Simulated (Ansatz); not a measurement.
**Run report: AlPH5OF, geometry relaxation (part 1 of 2)**

System: AlPH5OF.
Method: RKS BHLYP-D4/6-31G* (Ansatz 0.2.0).

The input holds or restrains some coordinates. Forces given for the steps count only the free coordinates. It belongs to a series of runs on one base structure; here: pulled along the bonds that form and break, towards end B.

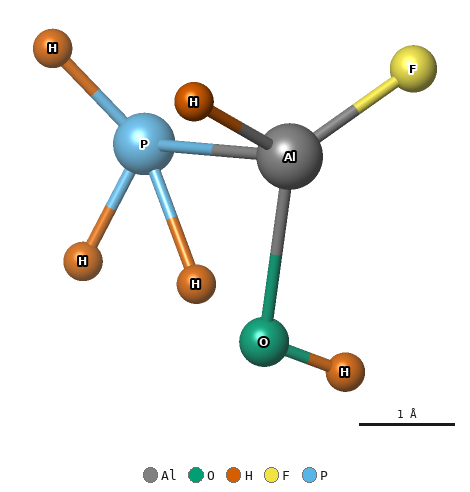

**Figure 1.** The starting structure (ball-and-stick view, seen at a tilt). Sticks mark near contacts.

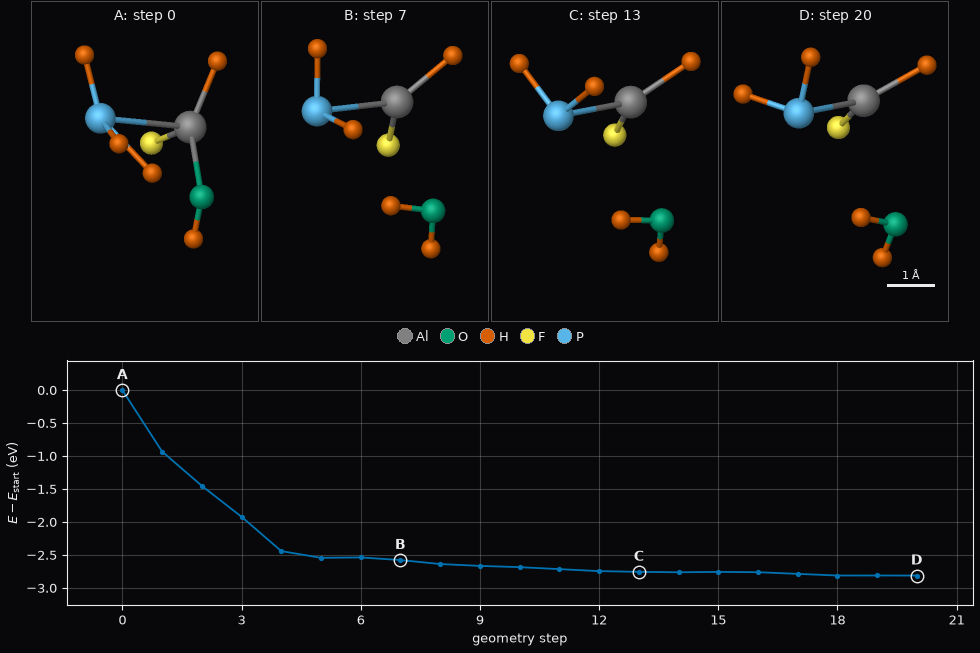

**Figure 2.** Frames of the restrained relaxation (ball-and-stick view, seen at a tilt) above the curves, on which the letters mark them (the first geometry is step 0 here and step 1 in the log).

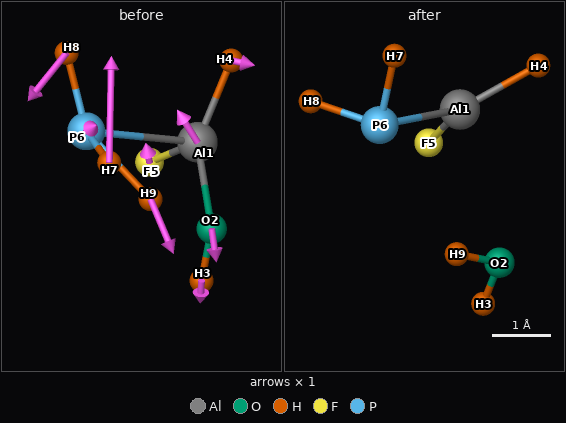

**Figure 3.** Before (left) and after (right) the restrained relaxation, at one scale (ball-and-stick view, seen at a tilt). The pink arrows give the displacements, at true length. The atom that moves furthest after the best rigid fit is H7 (1.88 Å). By element the largest moves are H 1.88 Å, Al 0.73 Å, O 0.61 Å, P 0.43 Å, F 0.43 Å. Among the contacts that change: P6–H9 1.651 → 2.625 Å, Al1–O2 2.130 → 2.962 Å, O2–H9 1.272 → 0.980 Å, Al1–P6 2.580 → 2.293 Å. New bonds form: O2–H9 (1.27 → 0.98 Å). Bonds break: Al1–O2 (2.13 → 2.96 Å). Among the angles that change: H4–Al1–P6 96.8° → 124.9°, F5–Al1–P6 101.3° → 116.2°, H7–P6–H8 109.4° → 96.2°. Over 20 geometry steps the energy falls by 2.811 eV. Largest force component: 4.7 eV/Å at the start, 1 eV/Å at the end. (Atoms are counted from 1 in the order of the input.)

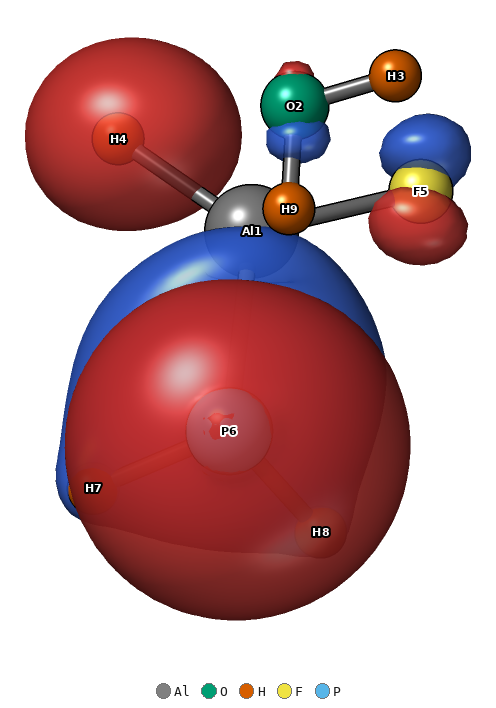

**Figure 4.** One frontier orbital at ±0.08 Å⁻³ᐟ² (red and blue are the two phases), seen at an oblique angle. The HOMO, at −8.19 eV.

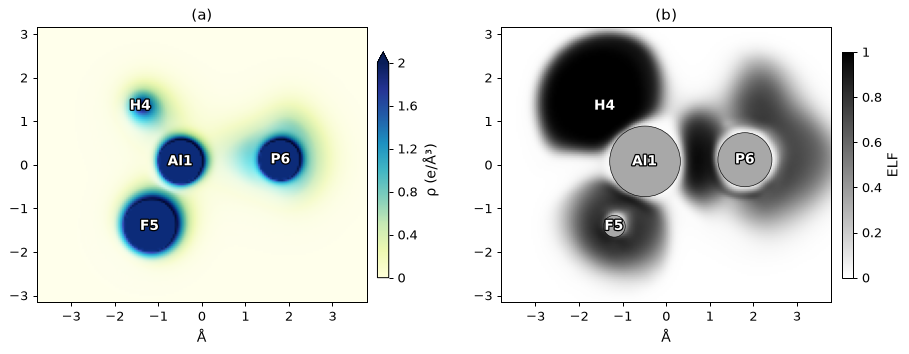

**Figure 5.** (a) electron density; (b) electron localisation function on the plane of atoms F5, Al1 and P6. Grey discs, where drawn, cover atomic cores. Al–F (1.65 Å): ρ at the midpoint is about 0.85 e/Å³; the ELF peaks at about 0.85 in the valence shell of F, 0.6 Å from its nucleus, and is about 0.30 at the midpoint. Al–H (1.57 Å): ρ is about 0.55 e/Å³ halfway; the ELF climbs to about 1 towards the hydrogen, as it does in any bond to H.

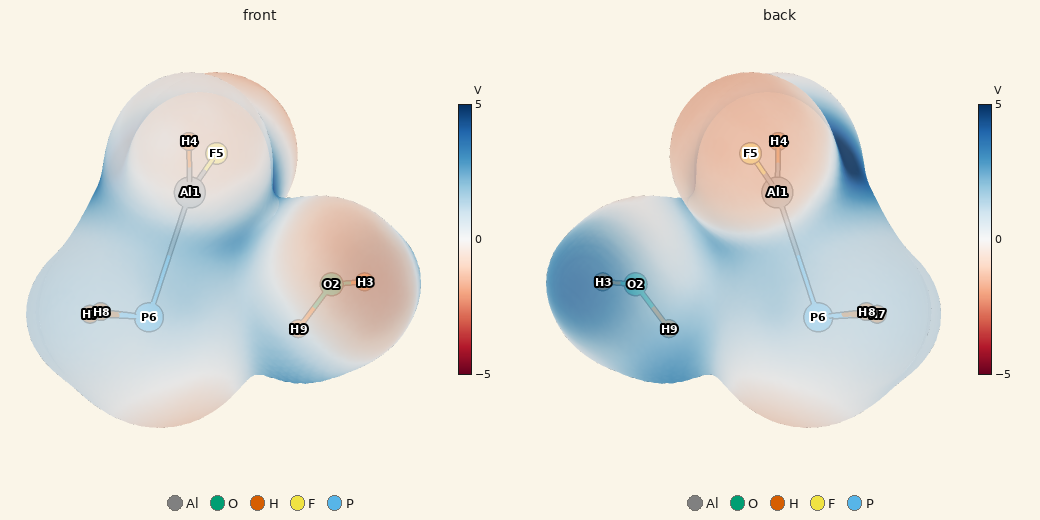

**Figure 6.** The molecular electrostatic potential painted on the density surface at 0.004 e/bohr³, seen at a tilt and from behind; red is negative and blue positive.

The input that produced these results follows, with the program's output.

Input:
```yaml
crystal:
  periodic: [false, false, false]
  atoms:
    - { symbol: Al, position_ang: [0.0, 0.0, 0.0] }
    - { symbol: O, position_ang: [0.0, 0.0, 2.13] }
    - { symbol: H, position_ang: [-0.9095, -0.2814, 2.4671] }
    - { symbol: H, position_ang: [1.351, 0.0, -0.78] }
    - { symbol: F, position_ang: [-1.4635, 0.0, -0.845] }
    - { symbol: P, position_ang: [0.1156, 2.4456, 0.8135] }
    - { symbol: H, position_ang: [0.6761, 2.4854, 2.1176] }
    - { symbol: H, position_ang: [0.927, 3.2022, -0.0729] }
    - { symbol: H, position_ang: [0.0596, 1.2596, 1.9613] }
basis:
  gaussian: { orbitals: "6-31G*" }
hamiltonian:
  xc: { name: BHLYP }
  dispersion: d4
relax:
  f_tol: 0.15
  max_steps: 25
  restrain:
    - { distance: [0, 5], at: 2.28, k: 30.0 }
    - { distance: [8, 1], at: 1.01, k: 30.0 }
    - { distance: [0, 1], at: 2.98, k: 30.0 }
    - { distance: [8, 5], at: 2.62, k: 30.0 }
output:
  orbitals: {}
```

Run as:
```bash
ansatz run input.yaml --threads 1 --pin off --max-ram 2048MiB --backend cpu --events-out ev --progress --plain --runs-dir out
```

The program's output:
```
The last accepted step is kept in [file] (removed where the run ends without a failure and the disk answers)
Engine: ansatz 0.2.0, aarch64-unknown-linux-gnu
Functional definition: BHLYP
  parameter a = 0.5
  exchange = (1 - a)*b88_x + a*exact_x
  correlation = lyp_c
788 factors; integrals over basis functions are off by at most 6.8e-4 eV
mean field evaluation 1: about -20722.9122 eV, gradient 4.8e1 eV
mean field evaluation 2: about -20720.9846 eV, gradient 6.1e1 eV
mean field evaluation 4: about -20727.0797 eV, gradient 1.8e0 eV
mean field evaluation 8: about -20727.1205 eV, gradient 9.5e-2 eV
mean field evaluation 16: about -20727.1205 eV, gradient 3.9e-5 eV
mean field -20727.12050041 eV, -761.7076290433 hartree, gradient 3.9e-5 eV, S^2 0.000000; 0 other end points of the search recorded, 0 dependent functions left out
the calculation of the forces begins
reference -20727.12068269 eV, -761.7076357419 hartree; 25, 25 occupied and 53, 53 virtual orbitals, 788 factors
relax step   1: F+E_penalty+E_count = -20727.34351661 eV  Δ(F+E_penalty+E_count) = +0.000e0 eV  max|allowed force component| = 4.692e0 eV/Å  E_restraint = 27.29086833 eV  max|allowed force component, restraints' pulls added| = 3.335e1 eV/Å  Δτ_max = 0.0000 Å  (27 SCF iters, accepted)
  distance Al 0 - P 5 = 2.5799 Å
  distance H 8 - O 1 = 1.2722 Å
  distance Al 0 - O 1 = 2.1300 Å
  distance H 8 - P 5 = 1.6514 Å
these checks for a lower state are left out or cut short: starts, cluster_reference, orbital_swaps, neighbouring_geometries, increment
788 factors; integrals over basis functions are off by at most 6.8e-4 eV
mean field -20728.05534302 eV, -761.7419838753 hartree, gradient 1.6e-5 eV, S^2 0.000000; 0 other end points of the search recorded, 0 dependent functions left out
[... from here on the field's lines of each further geometry are left out, up to the last ...]
relax step   2: F+E_penalty+E_count = -20728.27448206 eV  Δ(F+E_penalty+E_count) = -9.310e-1 eV  max|allowed force component| = 4.356e0 eV/Å  E_restraint = 13.42395665 eV  max|allowed force component, restraints' pulls added| = 2.159e1 eV/Å  Δτ_max = 0.1921 Å  (31 SCF iters, accepted)
relax step   3: F+E_penalty+E_count = -20728.79436939 eV  Δ(F+E_penalty+E_count) = -5.199e-1 eV  max|allowed force component| = 2.846e0 eV/Å  E_restraint = 4.78032566 eV  max|allowed force component, restraints' pulls added| = 1.005e1 eV/Å  Δτ_max = 0.1947 Å  (29 SCF iters, accepted)
relax step   4: F+E_penalty+E_count = -20729.26375210 eV  Δ(F+E_penalty+E_count) = -4.694e-1 eV  max|allowed force component| = 2.755e0 eV/Å  E_restraint = 0.72304068 eV  max|allowed force component, restraints' pulls added| = 3.584e0 eV/Å  Δτ_max = 0.1945 Å  (29 SCF iters, accepted)
relax step   5: F+E_penalty+E_count = -20729.78377470 eV  Δ(F+E_penalty+E_count) = -5.200e-1 eV  max|allowed force component| = 1.563e0 eV/Å  E_restraint = 0.02332941 eV  max|allowed force component, restraints' pulls added| = 1.107e0 eV/Å  Δτ_max = 0.1943 Å  (28 SCF iters, accepted)
relax step   6: F+E_penalty+E_count = -20729.88569430 eV  Δ(F+E_penalty+E_count) = -1.019e-1 eV  max|allowed force component| = 1.289e0 eV/Å  E_restraint = 0.03447513 eV  max|allowed force component, restraints' pulls added| = 1.302e0 eV/Å  Δτ_max = 0.1950 Å  (29 SCF iters, accepted)
relax step   7: F+E_penalty+E_count = -20729.88000620 eV  Δ(F+E_penalty+E_count) = +5.688e-3 eV  max|allowed force component| = 2.032e0 eV/Å  E_restraint = 0.02346233 eV  max|allowed force component, restraints' pulls added| = 1.451e0 eV/Å  Δτ_max = 0.1757 Å  (28 SCF iters, accepted)
relax step   8: F+E_penalty+E_count = -20729.91967029 eV  Δ(F+E_penalty+E_count) = -3.966e-2 eV  max|allowed force component| = 1.475e0 eV/Å  E_restraint = 0.02502267 eV  max|allowed force component, restraints' pulls added| = 1.009e0 eV/Å  Δτ_max = 0.1295 Å  (28 SCF iters, accepted)
relax step   9: F+E_penalty+E_count = -20729.98002058 eV  Δ(F+E_penalty+E_count) = -6.035e-2 eV  max|allowed force component| = 1.065e0 eV/Å  E_restraint = 0.02873426 eV  max|allowed force component, restraints' pulls added| = 2.710e-1 eV/Å  Δτ_max = 0.1993 Å  (28 SCF iters, accepted)
relax step  10: F+E_penalty+E_count = -20730.00815707 eV  Δ(F+E_penalty+E_count) = -2.814e-2 eV  max|allowed force component| = 8.881e-1 eV/Å  E_restraint = 0.02874816 eV  max|allowed force component, restraints' pulls added| = 2.862e-1 eV/Å  Δτ_max = 0.0956 Å  (28 SCF iters, accepted)
relax step  11: F+E_penalty+E_count = -20730.02713838 eV  Δ(F+E_penalty+E_count) = -1.898e-2 eV  max|allowed force component| = 1.202e0 eV/Å  E_restraint = 0.02023942 eV  max|allowed force component, restraints' pulls added| = 5.086e-1 eV/Å  Δτ_max = 0.1970 Å  (30 SCF iters, accepted)
relax step  12: F+E_penalty+E_count = -20730.05721121 eV  Δ(F+E_penalty+E_count) = -3.007e-2 eV  max|allowed force component| = 1.055e0 eV/Å  E_restraint = 0.02100339 eV  max|allowed force component, restraints' pulls added| = 2.476e-1 eV/Å  Δτ_max = 0.1996 Å  (30 SCF iters, accepted)
relax step  13: F+E_penalty+E_count = -20730.08738594 eV  Δ(F+E_penalty+E_count) = -3.017e-2 eV  max|allowed force component| = 9.776e-1 eV/Å  E_restraint = 0.02313155 eV  max|allowed force component, restraints' pulls added| = 1.728e-1 eV/Å  Δτ_max = 0.1995 Å  (29 SCF iters, accepted)
relax step  14: F+E_penalty+E_count = -20730.09834245 eV  Δ(F+E_penalty+E_count) = -1.096e-2 eV  max|allowed force component| = 9.934e-1 eV/Å  E_restraint = 0.02223096 eV  max|allowed force component, restraints' pulls added| = 4.088e-1 eV/Å  Δτ_max = 0.1954 Å  (29 SCF iters, accepted)
relax step  15: F+E_penalty+E_count = -20730.10484112 eV  Δ(F+E_penalty+E_count) = -6.499e-3 eV  max|allowed force component| = 9.961e-1 eV/Å  E_restraint = 0.02175654 eV  max|allowed force component, restraints' pulls added| = 5.913e-1 eV/Å  Δτ_max = 0.1582 Å  (28 SCF iters, accepted)
relax step  16: F+E_penalty+E_count = -20730.09939943 eV  Δ(F+E_penalty+E_count) = +5.442e-3 eV  max|allowed force component| = 1.264e0 eV/Å  E_restraint = 0.01570964 eV  max|allowed force component, restraints' pulls added| = 5.871e-1 eV/Å  Δτ_max = 0.1655 Å  (28 SCF iters, accepted)
relax step  17: F+E_penalty+E_count = -20730.10396530 eV  Δ(F+E_penalty+E_count) = -4.566e-3 eV  max|allowed force component| = 1.241e0 eV/Å  E_restraint = 0.01566174 eV  max|allowed force component, restraints' pulls added| = 1.022e0 eV/Å  Δτ_max = 0.1077 Å  (29 SCF iters, accepted)
relax step  18: F+E_penalty+E_count = -20730.12913669 eV  Δ(F+E_penalty+E_count) = -2.517e-2 eV  max|allowed force component| = 1.276e0 eV/Å  E_restraint = 0.01730643 eV  max|allowed force component, restraints' pulls added| = 3.579e-1 eV/Å  Δτ_max = 0.1973 Å  (27 SCF iters, accepted)
relax step  19: F+E_penalty+E_count = -20730.15410476 eV  Δ(F+E_penalty+E_count) = -2.497e-2 eV  max|allowed force component| = 9.982e-1 eV/Å  E_restraint = 0.02637734 eV  max|allowed force component, restraints' pulls added| = 2.791e-1 eV/Å  Δτ_max = 0.2000 Å  (28 SCF iters, accepted)
relax step  20: F+E_penalty+E_count = -20730.15350573 eV  Δ(F+E_penalty+E_count) = +5.990e-4 eV  max|allowed force component| = 9.528e-1 eV/Å  E_restraint = 0.02337410 eV  max|allowed force component, restraints' pulls added| = 2.067e-1 eV/Å  Δτ_max = 0.0448 Å  (30 SCF iters, accepted)
the calculation of the forces begins
reference -20729.94774567 eV, -761.8115283901 hartree; 25, 25 occupied and 53, 53 virtual orbitals, 788 factors
relax step  21: F+E_penalty+E_count = -20730.15467426 eV  Δ(F+E_penalty+E_count) = -1.169e-3 eV  max|allowed force component| = 1.028e0 eV/Å  E_restraint = 0.02097854 eV  max|allowed force component, restraints' pulls added| = 6.093e-2 eV/Å  Δτ_max = 0.0430 Å  (29 SCF iters, accepted)
  distance Al 0 - P 5 = 2.2933 Å
  distance H 8 - O 1 = 0.9805 Å
  distance Al 0 - O 1 = 2.9620 Å
  distance H 8 - P 5 = 2.6250 Å
788 factors; integrals over basis functions are off by at most 6.4e-4 eV
mean field evaluation 160: about -20729.9476 eV, gradient 1.6e-5 eV
mean field -20729.94756057 eV, -761.8115215879 hartree, gradient 1.6e-5 eV, S^2 0.000000; 1 other end points of the search recorded, 0 dependent functions left out
the calculation of the forces begins
reference -20729.94774567 eV, -761.8115283901 hartree; 25, 25 occupied and 53, 53 virtual orbitals, 788 factors
Total energy: -20730.15485936 eV, -761.8191396779 hartree
Atom 0 at     0.344202     0.549371    -0.241772 Å, force    -0.141037    -0.507645     0.279571 eV/Å
Atom 1 at    -0.456031    -0.238834     2.498959 Å, force     0.220990     1.027805    -0.307573 eV/Å
Atom 2 at    -1.393070    -0.422597     2.578764 Å, force    -0.011937    -0.013651    -0.009634 eV/Å
Atom 3 at     1.532497    -0.423148    -0.563586 Å, force    -0.002928    -0.017100    -0.011000 eV/Å
Atom 4 at    -1.134242     0.239749    -0.899446 Å, force    -0.010867     0.001444    -0.000666 eV/Å
Atom 5 at     0.525225     2.479592     0.983216 Å, force     0.066512     0.497464     0.131694 eV/Å
Atom 6 at     1.833376     2.855168     0.623012 Å, force     0.010951    -0.021680     0.001595 eV/Å
Atom 7 at    -0.133188     3.358227     0.101534 Å, force    -0.021077     0.001036     0.003775 eV/Å
Atom 8 at    -0.362470     0.713871     2.710918 Å, force    -0.110606    -0.967672    -0.087761 eV/Å
Dipole moment:    -0.064082     0.232761     0.142019 e Å
```
